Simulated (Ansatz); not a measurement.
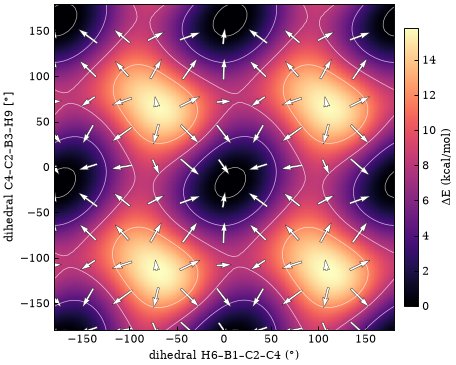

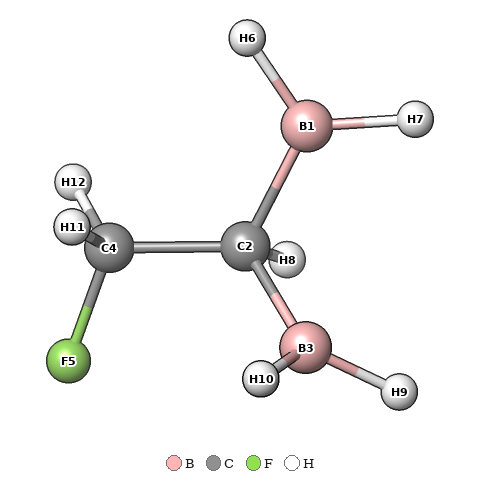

Energy landscape of C2H7B2F, SMILES BC(B)CF. 
- Coordinates scanned: (1) dihedral H6–B1–C2–C4; (2) dihedral C4–C2–B3–H9.
- Nothing is relaxed (all other coordinates rigid).
- The scan uses a 10 × 10 grid.
- Energies: kcal/mol, counted from the lowest grid point.
- The calculation used RKS r2SCAN-D4/def2-SVP in Ansatz.

The picture shows a smooth colour map with a few white contour lines, arrows along the force (downhill), their lengths compressed. Between grid points the surface is interpolated. The second picture is the structure at the lowest point.

What does the map say about the system?

Answer. The lowest grid point is at dihedral H6–B1–C2–C4 = 0°, dihedral C4–C2–B3–H9 = 144°; the map holds 2 wells of about this depth. The bottom of the well lies between grid points, at about dihedral H6–B1–C2–C4 = 5°, dihedral C4–C2–B3–H9 = 160°, about 0.75 kcal/mol lower on the interpolated surface. Higher local minima lie near dihedral H6–B1–C2–C4 = 0°, dihedral C4–C2–B3–H9 = −36° (0.15 kcal/mol above the lowest at that grid point); dihedral H6–B1–C2–C4 = −180°, dihedral C4–C2–B3–H9 = −36° (0.16 kcal/mol above the lowest at that grid point). The highest grid point, dihedral H6–B1–C2–C4 = 108°, dihedral C4–C2–B3–H9 = −108°, lies 15.8 kcal/mol above the lowest. On the interpolated surface the easiest way out of the lowest well to a well of about the same depth near dihedral H6–B1–C2–C4 = −180°, dihedral C4–C2–B3–H9 = 144° passes a barrier of about 8.9 kcal/mol, counted from the interpolated bottom of the well. Round the minimum the valley is somewhat tilted: raising dihedral H6–B1–C2–C4 shifts the best value of dihedral C4–C2–B3–H9 upwards (coupling k₁₂/√(k₁₁k₂₂) about −0.3).

The whole map (100 points run) took 21 min on 1 thread of Arm Neoverse N1, on a shared host.
